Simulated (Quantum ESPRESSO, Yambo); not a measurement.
# AlN (F-43m): G0W0 with Yambo, start to end, part 3 of 3

Wanted: ground state, empty states, screening and self-energy for AlN (F-43m).

Quantum ESPRESSO 7.5 and Yambo 5.3.0; PBE and many-body steps on it, plane waves. Known limits of the many-body steps: not at the basis limit.

So far. Step 3 (Bands along the symmetry lines): The gap is 3.325 eV, as in the run before at this level. Step 4 (Empty states on the mesh, 6×6×6 mesh, 51 bands): On this mesh the gap is 3.325 eV.

## Step 6: Screening and self-energy, 6×6×6 mesh, 51 bands, screening to 129.3 eV

Now the one-shot GW correction: screening in the RPA, then the self-energy of the levels asked for.

This step: G0W0 on PBE, plane waves, norm-conserving pseudopotentials.

Contents of gw1.in:

```
HF_and_locXC
gw0
dyson
ppa
em1d
rim_cut
RandQpts= 1000000
RandGvec= 1 RL
EXXRLvcs= 72 Ry
VXCRLvcs= 288 Ry
Chimod= "HARTREE"
% BndsRnXp
 1 | 51 |
%
NGsBlkXp= 9.5 Ry
% LongDrXp
 1 | 1 | 1 |
%
% GbndRnge
 1 | 51 |
%
DysSolver= "n"
ExtendOut
PPAPntXp= 27.21138 eV
% QPkrange
 1 | 16 | 2 | 9 |
%
```

Run with:

```console
> OMP_NUM_THREADS=1 mpirun -n 4 yambo -F gw1.in -J gw1 -C gw1 > gw1.log
```

The program printed:

```text
 Yambo, version 5.3.0

 [02] CORE Variables Setup
 =========================

  [... cell, symmetries and grids as in the set-up ...]

  [02.05] Energies & Occupations
  ==============================

  [X] === General ===
  [X] Electronic Temperature                        :  0.000000  0.000000 [eV K]
  [X] Bosonic    Temperature                        :  0.000000  0.000000 [eV K]
  [X] Finite Temperature mode                       : no
  [X] El. density                                   :  0.38398E+24 [cm-3]
  [X] Fermi Level                                   :  6.956595 [eV]

  [X] === Gaps and Widths ===
  [X] Conduction Band Min                           :  3.324803 [eV]
  [X] Valence Band Max                              :  0.000000 [eV]
  [X] Filled Bands                                  :   4
  [X] Empty Bands                                   :    5   51
  [X] Direct Gap                                    :  4.192069 [eV]
  [X] Direct Gap localized at k                     :  1
  [X] Indirect Gap                                  :  3.324803 [eV]
  [X] Indirect Gap between kpts                     :   1  13
  [X] Last valence band width                       :  2.503488 [eV]
  [X] 1st conduction band width                     :  4.659042 [eV]

 [03] Transferred momenta grid and indexing
 ==========================================

 IBZ Q-points                                      :  16
 BZ  Q-points                                      :  216

 K/Q-points units:
 rlu = crystal or reduced units; cc = cartesian coordinates; iku = interal k-units

 Q [ 1]         [rlu]:  0.000000  0.000000  0.000000
 Q [ 2]         [rlu]:  0.37242E-17  0.37242E-17  0.16667
 Q [ 3]         [rlu]:  0.74483E-17  0.74483E-17  0.33333
 Q [ 4]         [rlu]:  0.10596E-16  0.10596E-16 -0.50000
 Q [ 5]         [rlu]:  0.11424E-17  0.16667      0.16667
 Q [ 6]         [rlu]:  0.37242E-17  0.16667      0.33333
 Q [ 7]         [rlu]:  0.16156E-16  0.16667      0.50000
 Q [ 8]         [rlu]:  0.10596E-16  0.16667     -0.33333
 Q [ 9]         [rlu]: -0.74483E-17  0.16667     -0.16667
 Q [10]         [rlu]:  0.22848E-17  0.33333      0.33333
     [... 4 further rows ...]
 Q [15]         [rlu]:  0.166667  0.333333 -0.333333
 Q [16]         [rlu]:  0.166667 -0.500000 -0.333333

 [04] Coloumb potential Random Integration (RIM)
 ===============================================

  [04.01] RIM initialization
  ==========================

  * Diagonal components only detected *

  8 x (sBL volume)        :  0.065342 [a.u.]
  sBZ random points       :  1000000
  Points outside the sBZ  :   7996195
  RL volume               :  1.764245 [a.u.]
  Integrated volume       :  1.765085 [a.u.]

  [04.02] RIM integrals
  =====================

  Gamma point sphere radius             :  0.073060 [a.u.]
  Points outside the sphere             :   799659
  [Int_sBZ(q=0) 1/q^2]*(Vol_sBZ)^(-1/3) =:  7.764404
                                 should be <:  7.795600

  Summary of Coulomb integrals for non-metallic bands |Q|[au] RIM/Bare

  Q [1] 0.100000E-4 0.995998 * Q [2] 0.219740 1.065683
  Q [5] 0.253734 1.065194 * Q [9] 0.358834 1.026119
  Q [6] 0.420770 1.019967 * Q [3] 0.439480 1.017314
  Q [10] 0.507468 1.014132 * Q [8] 0.553000 1.010838
  Q [14] 0.567366 1.011005 * Q [7] 0.621518 1.009135
  Q [11] 0.659220 1.008371 * Q [4] 0.659220 1.007575
  Q [12] 0.717668 1.006648 * Q [15] 0.750555 1.006102
  Q [13] 0.761202 1.005892 * Q [16] 0.802377 1.005337

 [05] Dipoles
 ============

  [05.01] Setup: observables and procedures
  =========================================

 [06] Dynamic Dielectric Matrix (PPA)
 ====================================

 [WR./gw1//ndb.pp]---------------------------------------------------------------
  Brillouin Zone Q/K grids (IBZ/BZ)                :   16  216   16  216
  RL vectors                                       :  1989 [WF]
  Coulomb cutoff potential                         : none
  Electronic Temperature                           :  0.000000 [K]
  Bosonic    Temperature                           :  0.000000 [K]
  PPA    diel. fun.  energies                      : Perdew, Burke & Ernzerhof(X)+Perdew, Burke & Ernzerhof(C)
  wavefunctions                                    : Perdew, Burke & Ernzerhof(X)+Perdew, Burke & Ernzerhof(C)
  Global Gauge                                     : length
  X matrix size                                    :   89
  X band range                                     :    1   51
  X e/h energy range                               : -1.000000 -1.000000 [eV]
  X Time ordering                                  : R
  X Hxc Kernel                                     : HARTREE
  X Drude frequency                                :  0.000000  0.000000
  X poles                                          :  100.0000 [o/o]
  RL vectors in the sum                            :  1989
  [r,Vnl] included                                 : yes
  Field direction                                  :  0.577350E-5  0.577350E-5  0.577350E-5
  BZ energy Double Grid                            : no
  BZ energy DbGd points                            : 0
  BZ Q point size factor                           : -1.000000
  X Optical Averaged directions                    : none

 [07] Local Exchange-Correlation + Non-Local Fock
 ================================================

 [VXC] Plane waves :  11575
 [EXS] Plane waves :  1471

 QP @ state[ 1 ] K range:   1  16
 QP @ state[ 1 ] b range:   2   9

 [xc] Functional : Perdew, Burke & Ernzerhof(X)+Perdew, Burke & Ernzerhof(C)
 [xc] LIBXC used to calculate xc functional
  PP Number of Atomic Species                      :  2
  NLCC RL compoments                               :  11575
  PP Number of Atomic Species                      :  2
  NLCC RL compoments                               :  11575

 [xc] E_xc :  -3.456486 [Ha]
      E_xc :  -6.912972 [Ry]

  Local XC kind (lXC) : Perdew, Burke & Ernzerhof(X)+Perdew, Burke & Ernzerhof(C)
  Non-Local XC kind (nlXC) : Hartree-Fock

  Corrections @ K [1] :  [eV]
 <2|nlXC|2> = -20.91661  0.53491E-17 <2|lXC|2> = -16.95945 -0.37763E-15
 <3|nlXC|3> = -20.91662  0.21621E-16 <3|lXC|3> = -16.95945  0.37763E-15
 <4|nlXC|4> = -20.91659  0.10868E-16 <4|lXC|4> = -16.95945  0.18882E-15
 <5|nlXC|5> = -8.110839  0.51487E-17 <5|lXC|5> = -12.53148 -0.18881E-15
 <6|nlXC|6> = -4.110451  0.88219E-18 <6|lXC|6> = -9.891629  0.37763E-15
 <7|nlXC|7> = -4.110398  0.28209E-18 <7|lXC|7> = -9.891629 -0.94410E-16
 <8|nlXC|8> = -4.110379  0.12232E-18 <8|lXC|8> = -9.891628 -0.18879E-15
 <9|nlXC|9> = -3.761645  0.27229E-18 <9|lXC|9> = -10.33365  0.23602E-16

  Corrections @ K [2] :  [eV]
 <2|nlXC|2> = -19.69970 -0.80265E-18 <2|lXC|2> = -15.27960  0.59004E-16
 <3|nlXC|3> = -20.86547 -0.71264E-17 <3|lXC|3> = -16.84471  0.18882E-15
[...]
Corrections @ K [3] :  [eV]
[...]
Corrections @ K [4] :  [eV]
[...]
Corrections @ K [5] :  [eV]
[...]
[... 10 further k-points ...]
  Corrections @ K [16] :  [eV]
[...]
<5|nlXC|5> = -6.541404 -0.89442E-18 <5|lXC|5> = -11.10805 -0.33106E-21
 <6|nlXC|6> = -5.495681  0.48831E-18 <6|lXC|6> = -11.12772  0.17703E-16
 <7|nlXC|7> = -4.388732 -0.13486E-17 <7|lXC|7> = -10.83693 -0.23601E-16
 <8|nlXC|8> = -7.005984  0.16526E-17 <8|lXC|8> = -14.19141  0.94407E-16
 <9|nlXC|9> = -4.102479  0.29844E-18 <9|lXC|9> = -11.48276  0.96852E-20

  [07.01] Hartree-Fock occupations report
  =======================================

  [Hartree-Fock] === General ===
  [Hartree-Fock] Electronic Temperature             :  0.000000  0.000000 [eV K]
  [Hartree-Fock] Bosonic    Temperature             :  0.000000  0.000000 [eV K]
  [Hartree-Fock] Finite Temperature mode            : no
  [Hartree-Fock] El. density                        :  0.38398E+24 [cm-3]
  [Hartree-Fock] Fermi Level                        :  6.956595 [eV]

  [Hartree-Fock] === Gaps and Widths ===
  [Hartree-Fock] Conduction Band Min                :  7.466507 [eV]
  [Hartree-Fock] Valence Band Max                   : -3.957139 [eV]
  [Hartree-Fock] Filled Bands                       :   4
  [Hartree-Fock] Empty Bands                        :    5   51
  [Hartree-Fock] Direct Gap                         :  12.56985 [eV]
  [Hartree-Fock] Direct Gap localized at k          :  1
  [Hartree-Fock] Indirect Gap                       :  11.42365 [eV]
  [Hartree-Fock] Indirect Gap between kpts          :   1  13
  [Hartree-Fock] Last valence band width            :  3.152827 [eV]
  [Hartree-Fock] 1st conduction band width          :  6.131757 [eV]

 [08] Dyson equation: Newton solver
 ==================================

  [08.01] G0W0 (W PPA)
  ====================

  [  GW  ] Bands range     :    1   51
  [GW/PPA] G damping       :  0.100000 [eV]

  QP @ state[ 1 ] K range:   1  16
  QP @ state[ 1 ] b range:   2   9

   Sc/G bands                                       :    1   51
   Sc/G damping                                     :  0.100000 ev
   Sc bands terminator                              : no
   Sx RL components                                 :  1471

   QP @ state[ 1 ] K range                          :   1  16
   QP @ state[ 1 ] b range                          :   2   9
   GF energies kind                                 : Perdew, Burke & Ernzerhof(X)+Perdew, Burke & Ernzerhof(C)
   GF WF`s kind                                     : Perdew, Burke & Ernzerhof(X)+Perdew, Burke & Ernzerhof(C)
   Xs energies kind                                 : Perdew, Burke & Ernzerhof(X)+Perdew, Burke & Ernzerhof(C)
   Xs WF`s kind                                     : Perdew, Burke & Ernzerhof(X)+Perdew, Burke & Ernzerhof(C)

 [11] Game Over & Game summary
```

Elapsed: 3.2 min, on 4 MPI ranks of Arm Neoverse V1, shared host; peak memory 1.3 GiB; 13 min of CPU time.

Numbers from this step:

```yaml
g0w0_gap_on_the_mesh: 4.376 eV
starting_gap_on_the_mesh: 3.325 eV
k_of_the_valence_top: 0, 0, 0
k_of_the_conduction_bottom: 0, -0.5, -0.5
least_direct_g0w0_gap_on_the_computed_points: 5.511 eV
z_at_the_valence_top: 0.7932
z_at_the_conduction_bottom: 0.8395
```

The gap on the mesh goes from 3.32 eV to 4.38 eV, a correction of +1.05 eV.

Limits: finite bands, cutoff and mesh. v1 is the top filled band, c1 the lowest empty one. The levels before and after the correction (eV, zero at the valence-band top of each column):

```tsv
	conduction bottom	valence top
Kohn-Sham	3.32	0.00
G0W0	4.38	0.00
```

```tsv
	level	energy (eV)
Kohn-Sham	Γ v3-v1	0.000
Kohn-Sham	Γ c1	4.192
Kohn-Sham	Γ c2-c4	12.589
Kohn-Sham	(0 -0.5 -0.5) v3	-4.898
Kohn-Sham	(0 -0.5 -0.5) v2-v1	-1.775
Kohn-Sham	(0 -0.5 -0.5) c1	3.325
Kohn-Sham	(0 -0.5 -0.5) c2	8.652
Kohn-Sham	(0 -0.5 -0.5) c3	13.920
Kohn-Sham	(0 -0.5 -0.5) c4	15.697
G0W0	Γ v3-v1	0.000
G0W0	Γ c1	5.511
G0W0	Γ c2-c4	13.945
G0W0	(0 -0.5 -0.5) v3	-5.503
G0W0	(0 -0.5 -0.5) v2-v1	-2.110
G0W0	(0 -0.5 -0.5) c1	4.376
G0W0	(0 -0.5 -0.5) c2	9.969
G0W0	(0 -0.5 -0.5) c3	16.082
G0W0	(0 -0.5 -0.5) c4	17.506
```

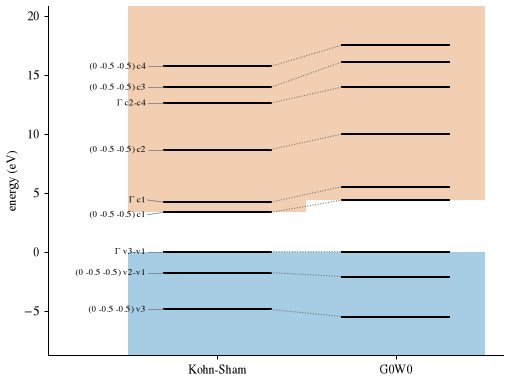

Levels before and after the correction. Shaded: valence and conduction bands.

## Step 7: Where the time went

Times are wall times on the hardware named with each run, good to a factor of about two.

```tsv
step	time	share	memory (GiB)
ground state	2.4 s	1 %	0.19
bands along the symmetry lines	1.6 s	1 %	0.05
empty states on the mesh	2.2 s	1 %	0.19
conversion and set-up	2.1 s	1 %	0.23
screening and self-energy	3.2 min	96 %	1.3
```

## Step 8: Results

```yaml
pbe_gap: 3.32 eV, indirect
g0w0_gap_on_the_mesh: 4.38 eV
gw_settings: 6×6×6 mesh, 51 bands, screening to 129.3 eV, Godby-Needs plasmon pole
known_limits: not at the basis limit
```

What this shows: G0W0 moves the gap on the mesh from 3.32 eV to 4.38 eV (+1.05 eV), with Z of 0.79 and 0.84 at the edges. The dearest step here is «screening and self-energy». Bands and cutoff are finite, so the gap is not at the basis limit. The miss can reach some tenths of an eV and take either sign; the mesh is an error of its own.

[Paths, hosts, dates, memory and timing lines, banners, echoed tables and standing remarks are left out of the program output.]

[Logs are printed without paths, hosts, clocks, repeated set-up lines and the standing remarks that a program may print on its own settings, such as how far it seeks lower states.]

[Runs of the session that timed out or met a known fault of the program may be left out.]

[Hosts, paths, dates, database ids (printed as entryN), source tags and the programs' standing remarks are cut or masked in the printed files.]
